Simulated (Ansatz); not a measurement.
# PBE0/def2-TZVPPD (core potential) run of TlF (SMILES [F][Tl])

Aim: the vertical singlet–triplet gap of TlF at PBE0/def2-TZVPPD (core potential), from 2 runs. 

Program for the calculation: Ansatz 0.2.0.

### Step 1. The structure to begin with

TlF: 2 atoms, total charge 0, spin state singlet. SMILES: `[F][Tl]`. The bond length is the measured one.

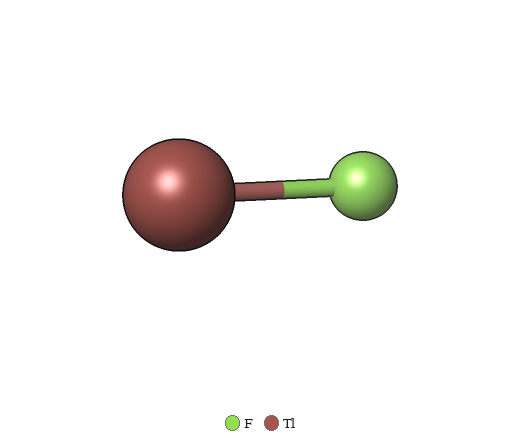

The structure, seen from a chosen angle (fluorine green, thallium brown).

### Step 2. The energy at PBE0/def2-TZVPPD (core potential)

run.yaml

```yaml
crystal:
  periodic: [false, false, false]
  atoms:
    - {symbol: F, position_ang: [0.000000, 0.000000, 0.000000]}
    - {symbol: Tl, position_ang: [0.000000, 0.000000, 2.084438]}
basis:
  gaussian: {orbitals: def2-TZVPPD.json}
hamiltonian: {xc: {name: PBE0}}
accuracy: high
output: {orbitals: {seedname: orbitals}}
```

The basis set def2-TZVPPD is read from a file made from the Basis Set Exchange's data (not shown).

Launch:

```bash
$ ansatz run run.yaml --threads 1 --pin off --max-ram 3480MiB --events-out events.jsonl --progress --plain --runs-dir runs
```

What it wrote:

```text
Warning: RAYON_NUM_THREADS=1 ignored (pool sized by the plan → 1); use --threads N
Functional definition: PBE0
  name "PBE0"
  parameter a = 0.25
  parameter kappa = 0.804
  parameter beta = 0.06672455060314922
  exchange = (1 - a)*pbe_x(kappa = kappa, mu = beta*pi^2/3) + a*exact_x
  correlation = pbe_c(beta = beta)
1498 factors; integrals over basis functions are off by at most 4.0e-9 eV
mean field evaluation 1: about -7407.5742 eV, gradient 4.7e1 eV
mean field evaluation 2: about -7300.7491 eV, gradient 2.3e2 eV
mean field evaluation 4: about -7411.2895 eV, gradient 5.7e0 eV
mean field evaluation 8: about -7411.3425 eV, gradient 5.0e-1 eV
mean field evaluation 16: about -7411.3430 eV, gradient 5.9e-6 eV
mean field -7411.34296043 eV, -272.3618302071 hartree, gradient 1.8e-8 eV, S^2 0.000000; 0 other end points of the search recorded, 0 dependent functions left out
reference -7411.34296331 eV, -272.3618303130 hartree; 15, 15 occupied and 81, 81 virtual orbitals, 1498 factors
Total energy: -7411.34296331 eV, -272.3618303130 hartree
```

It took 2 s on 1 thread of AMD EPYC 9R45 (Zen 5), shared host; peak memory 0.24 GiB.

### Step 3. The triplet

run.yaml: that of step 2 with these lines changed.

```diff
@@ -7,2 +7,3 @@
   gaussian: {orbitals: def2-TZVPPD.json}
+magnetization: {spin_polarized: true, initial_magnetization: 2}
 hamiltonian: {xc: {name: PBE0}}
```

The basis set def2-TZVPPD is read from a file made from the Basis Set Exchange's data (not shown).

Launch:

```bash
$ ansatz run run.yaml --threads 1 --pin off --max-ram 3480MiB --events-out events.jsonl --progress --plain --runs-dir runs
```

What it wrote:

```text
Warning: RAYON_NUM_THREADS=1 ignored (pool sized by the plan → 1); use --threads N
[... 7 set-up lines as earlier in the session ...]
1498 factors; integrals over basis functions are off by at most 4.0e-9 eV
mean field evaluation 1: about -7404.2339 eV, gradient 2.7e1 eV
mean field evaluation 2: about -7383.8505 eV, gradient 8.1e1 eV
mean field evaluation 4: about -7406.8063 eV, gradient 2.4e0 eV
mean field evaluation 8: about -7406.8527 eV, gradient 1.5e-1 eV
mean field evaluation 16: about -7406.8529 eV, gradient 1.6e-4 eV
mean field evaluation 32: about -7406.8529 eV, gradient 9.6e-9 eV
mean field -7406.85286956 eV, -272.1968224110 hartree, gradient 8.4e-9 eV, S^2 2.010353; 2 other end points of the search recorded, 0 dependent functions left out
reference -7406.85287225 eV, -272.1968225100 hartree; 16, 14 occupied and 80, 82 virtual orbitals, 1498 factors
Total energy: -7406.85287225 eV, -272.1968225100 hartree
```

It took 4.5 s on 1 thread of AMD EPYC 9R45 (Zen 5), shared host; peak memory 0.33 GiB.

### Step 4. What came out

At PBE0/def2-TZVPPD (core potential):

| quantity | value |
| --- | --- |
| singlet: total energy | -272.36183 Eh |
| singlet: HOMO energy | -7.95 eV |
| singlet: LUMO energy | -1.57 eV |
| singlet: HOMO–LUMO gap | 6.38 eV |
| triplet: total energy | -272.19682 Eh |
| triplet: HOMO energy (highest over α and β) | -3.89 eV |
| triplet: ⟨S²⟩ | 2.010 |
| vertical energy of the triplet above the singlet | 4.490 eV |

**Reading.** At this shape the triplet lies 4.49 eV (433 kJ/mol) above the singlet.
